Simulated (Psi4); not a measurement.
# B3LYP/6-31G(d) (spherical functions) run of SiH3Br (SMILES [SiH3]Br)

Aim: the energy change on altering one bond length of SiH3Br at B3LYP/6-31G* (spherical functions), from 2 runs. 

The results are computed with Psi4 1.11.

## 1. The system as given

The species is SiH3Br (5 atoms), meant as a singlet with charge 0. As SMILES, `[SiH3]Br`. Geometry: relaxed at PBE0-D4/def2-TZVP.

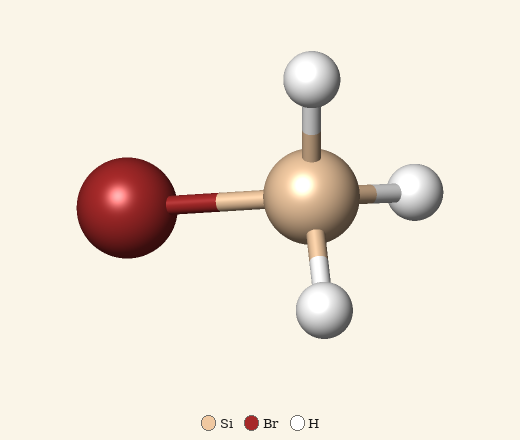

Viewed from a chosen angle; silicon light orange, bromine red, hydrogen white.

## 2. Energy and forces at B3LYP/6-31G(d) (spherical functions)

run.py

```python
import psi4

psi4.set_memory('2200 MB')
psi4.set_num_threads(1)
psi4.set_output_file('psi4.out', False)

mol = psi4.geometry("""
0 1
Si    -0.147420     0.056100    -0.043220
Br     1.853020    -0.705130     0.543250
H     -1.064550    -0.105170     1.107850
H     -0.625550    -0.731350    -1.202270
H     -0.015510     1.485560    -0.405610
symmetry c1
no_reorient
no_com
""")

psi4.set_options({
    'basis': '6-31G*',
    'reference': 'rks',
    'puream': True,
    'e_convergence': 1e-09,
    'd_convergence': 1e-08,
    'scf_type': 'pk',
    'dft_radial_points': 99,
    'dft_spherical_points': 590,
})

e_tot, wfn = psi4.gradient('b3lyp', return_wfn=True)
psi4.oeprop(wfn, 'DIPOLE', 'LOWDIN_CHARGES', 'MULLIKEN_CHARGES')
print('gradient / Eh bohr^-1')
print(e_tot.np.round(6))
print(f'energy = {wfn.energy():.10f} Eh')
for k, v in sorted(psi4.core.scalar_variables().items()):
    print(f'{k:45s} {v:18.10f}')
```

The run is started by

```sh
$ python run.py
```

psi4.out (excerpt; [...] marks lines left out):

```text
[...]
  Running in c1 symmetry.
[...]
  Nuclear repulsion =  150.830234135502508
[...]
  Multiplicity = 1
[...]
  Nalpha       = 26
  Nbeta        = 26
[...]
    Number of basis functions: 56
[...]
   @RKS iter   1: -2864.90331568263036   -1.40688e+00   2.59284e-02 ADIIS/DIIS
[...]
   @RKS iter   9: -2865.20474272543015   -4.09273e-12   3.96927e-09 DIIS
[...]
    Orbital Energies [Eh]
    ---------------------
    Doubly Occupied:
       1A   -482.812059     2A    -66.158341     3A    -62.508540
       4A    -56.326896     5A    -56.324541     6A    -56.324541
       7A     -8.705758     8A     -6.533145     9A     -6.524207
      10A     -6.524207    11A     -5.320433    12A     -3.680332
      13A     -3.676915    14A     -3.676915    15A     -2.627751
      16A     -2.625074    17A     -2.625074    18A     -2.617995
      19A     -2.617995    20A     -0.783367    21A     -0.554497
      22A     -0.384168    23A     -0.384167    24A     -0.374429
      25A     -0.297421    26A     -0.297421
[...]
  @RKS Final Energy: -2865.20474272543015
   => Energetics <=
    Nuclear Repulsion Energy =            150.8302341355025078
    One-Electron Energy =               -4285.3212559563580726
    Two-Electron Energy =                1360.5000394867543037
    DFT Exchange-Correlation Energy =     -91.2137603913290747
    Empirical Dispersion Energy =           0.0000000000000000
    VV10 Nonlocal Energy =                  0.0000000000000000
    Total Energy =                      -2865.2047427254301510
[...]
  -Total Gradient:
     Atom            X                  Y                   Z
    ------   -----------------  -----------------  -----------------
       1        0.005084954742    -0.001934121007     0.001488789027
       2       -0.007368750836     0.002804038138    -0.002160588994
       3        0.000864901547    -0.000221198424    -0.000046778910
       4        0.000772687406    -0.000088501454     0.000443514816
       5        0.000642737362    -0.000559312895     0.000274119476
[...]
 Multipole Moments:
 ------------------------------------------------------------------------------------
     Multipole            Electronic (a.u.)      Nuclear  (a.u.)        Total (a.u.)
 ------------------------------------------------------------------------------------
 L = 1.  Multiply by 2.5417464519 to convert [e a0] to [Debye]
 Dipole X            :       -116.0207945          115.4362069           -0.5845876
 Dipole Y            :         44.1493475          -43.9268917            0.2224559
 Dipole Z            :        -34.0138134           33.8424249           -0.1713885
 Magnitude           :                                                    0.6485393
[...]
  Mulliken Charges: (a.u.)
   Center  Symbol    Alpha    Beta     Spin     Total
       1    SI     6.80571  6.80571  0.00000  0.38858
       2    BR    17.62596 17.62596  0.00000 -0.25191
       3     H     0.52278  0.52278  0.00000 -0.04556
       4     H     0.52278  0.52278  0.00000 -0.04556
       5     H     0.52278  0.52278  0.00000 -0.04556
   Total alpha = 26.00000, Total beta = 26.00000, Total charge = -0.00000
  Lowdin Charges: (a.u.)
   Center  Symbol    Alpha    Beta     Spin     Total
       1    SI     6.86759  6.86759  0.00000  0.26482
[...]
```

Standard output:

```text
gradient / Eh bohr^-1
[[ 5.085e-03 -1.934e-03  1.489e-03]
 [-7.369e-03  2.804e-03 -2.161e-03]
 [ 8.650e-04 -2.210e-04 -4.700e-05]
 [ 7.730e-04 -8.900e-05  4.440e-04]
 [ 6.430e-04 -5.590e-04  2.740e-04]]
energy = -2865.2047427254 Eh
CURRENT ENERGY                                  -2865.2047427254
CURRENT REFERENCE ENERGY                        -2865.2047427254
DD SOLVATION ENERGY                                 0.0000000000
DFT FUNCTIONAL TOTAL ENERGY                     -2865.2047427254
DFT TOTAL ENERGY                                -2865.2047427254
DFT VV10 ENERGY                                     0.0000000000
DFT XC ENERGY                                     -91.2137603913
GRID ELECTRONS ALPHA                               26.0000002414
GRID ELECTRONS BETA                                26.0000002414
GRID ELECTRONS TOTAL                               52.0000004829
NUCLEAR REPULSION ENERGY                          150.8302341355
ONE-ELECTRON ENERGY                             -4285.3212559564
PCM POLARIZATION ENERGY                             0.0000000000
PE ENERGY                                           0.0000000000
SCF ITERATION ENERGY                            -2865.2047427254
SCF ITERATIONS                                      9.0000000000
SCF TOTAL ENERGY                                -2865.2047427254
TWO-ELECTRON ENERGY                              1360.5000394868
XC GRID RADIAL POINTS                              99.0000000000
XC GRID SPHERICAL POINTS                          590.0000000000
XC GRID TOTAL POINTS                           276601.0000000000
```

Run time: 6.9 s. Hardware: 1 thread of Intel Xeon 6975P-C (Granite Rapids), shared host; peak memory 0.58 GiB.

## 3. The distorted shape: the energy at B3LYP/6-31G(d) (spherical functions)

input.dat

```
memory 2200 MB

molecule geom {
  Si    -0.00754757     0.55239340     0.57535546
  Br     3.77273616    -0.88612282     1.68362314
  H     -1.74067209     0.24763727     2.75056251
  H     -1.18211818    -1.38205120    -2.27196103
  H      0.24172621     3.25368131    -0.10946239
  units au
  symmetry c1
}

set basis 6-31G*
set puream true
set e_convergence 1e-09
set d_convergence 1e-08
set scf_type pk
set dft_radial_points 99
set dft_spherical_points 590

E, wfn = energy('b3lyp', return_wfn=True)
oeprop(wfn, 'QUADRUPOLE', 'DIPOLE', 'WIBERG_LOWDIN_INDICES', title='B3LYP')
```

The run is started by

```sh
$ psi4 -n 1 input.dat output.dat
```

output.dat (excerpt; [...] marks lines left out):

```text
[...]
  Running in c1 symmetry.
[...]
  Nuclear repulsion =  149.011603687984461
[...]
  Multiplicity = 1
[...]
  Nalpha       = 26
  Nbeta        = 26
[...]
    Number of basis functions: 56
[...]
   @RKS iter   1: -2864.86434866847094   -1.46016e+00   2.59521e-02 ADIIS/DIIS
[...]
   @RKS iter  11: -2865.16800081605879    0.00000e+00   1.15062e-09 DIIS
[...]
    Orbital Energies [Eh]
    ---------------------
    Doubly Occupied:
       1A   -482.818966     2A    -66.183830     3A    -62.515386
       4A    -56.333785     5A    -56.331407     6A    -56.331344
       7A     -8.712574     8A     -6.540063     9A     -6.531063
      10A     -6.530859    11A     -5.340211    12A     -3.700142
      13A     -3.697666    14A     -3.696576    15A     -2.634641
      16A     -2.631999    17A     -2.631841    18A     -2.624713
      19A     -2.624713    20A     -0.789282    21A     -0.547035
      22A     -0.391247    23A     -0.381880    24A     -0.347447
      25A     -0.303170    26A     -0.293938
[...]
  @RKS Final Energy: -2865.16800081605879
   => Energetics <=
    Nuclear Repulsion Energy =            149.0116036879844614
    One-Electron Energy =               -4281.3006374358174071
    Two-Electron Energy =                1358.2641246766952463
    DFT Exchange-Correlation Energy =     -91.1430917449209375
    Empirical Dispersion Energy =           0.0000000000000000
    VV10 Nonlocal Energy =                  0.0000000000000000
    Total Energy =                      -2865.1680008160587931
[...]
 Multipole Moments:
 ------------------------------------------------------------------------------------
     Multipole            Electronic (a.u.)      Nuclear  (a.u.)        Total (a.u.)
 ------------------------------------------------------------------------------------
 L = 1.  Multiply by 2.5417464519 to convert [e a0] to [Debye]
 Dipole X            :          9.7739244          -10.2157535           -0.4418291
 Dipole Y            :         -3.2544487            3.5998904            0.3454417
 Dipole Z            :          3.3539748           -3.2971475            0.0568272
 Magnitude           :                                                    0.5637129
 L = 2.  Multiply by 1.3450342976 to convert [e a0^2] to [Debye ang]
 Quadrupole XX       :       -207.2592964          183.3616246          -23.8976718
 Quadrupole XY       :         62.0126214          -63.1828936           -1.1702722
[...]
```

Wall time 5.4 s (1 thread of Intel Xeon 6975P-C (Granite Rapids), shared host); peak memory 0.58 GiB.

## 4. What came out

Level: B3LYP/6-31G* (spherical functions).

```
                                                          quantity           value
                                         first shape: total energy  -2865.20474 Eh
                                        first shape: dipole moment          1.65 D
                                          first shape: HOMO energy        -8.09 eV
                                          first shape: LUMO energy        -0.54 eV
                                        first shape: HOMO–LUMO gap         7.56 eV
                             first shape: largest force on an atom      0.420 eV/Å
                                     distorted shape: total energy  -2865.16800 Eh
                                    distorted shape: dipole moment          1.43 D
                                      distorted shape: HOMO energy        -8.00 eV
                                      distorted shape: LUMO energy        -0.79 eV
                                    distorted shape: HOMO–LUMO gap         7.21 eV
energy change with the Si1–H4 bond stretched from 1.481 to 1.925 Å        1.000 eV
```

In words: With the Si1–H4 bond stretched from 1.481 to 1.925 Å the energy rises by 1.00 eV (23.1 kcal/mol). The first shape isn't relaxed at this level, so the change isn't measured from a minimum. The largest force (first shape) is 0.42 eV/Å: the shape isn't a stationary point for this species at this level.
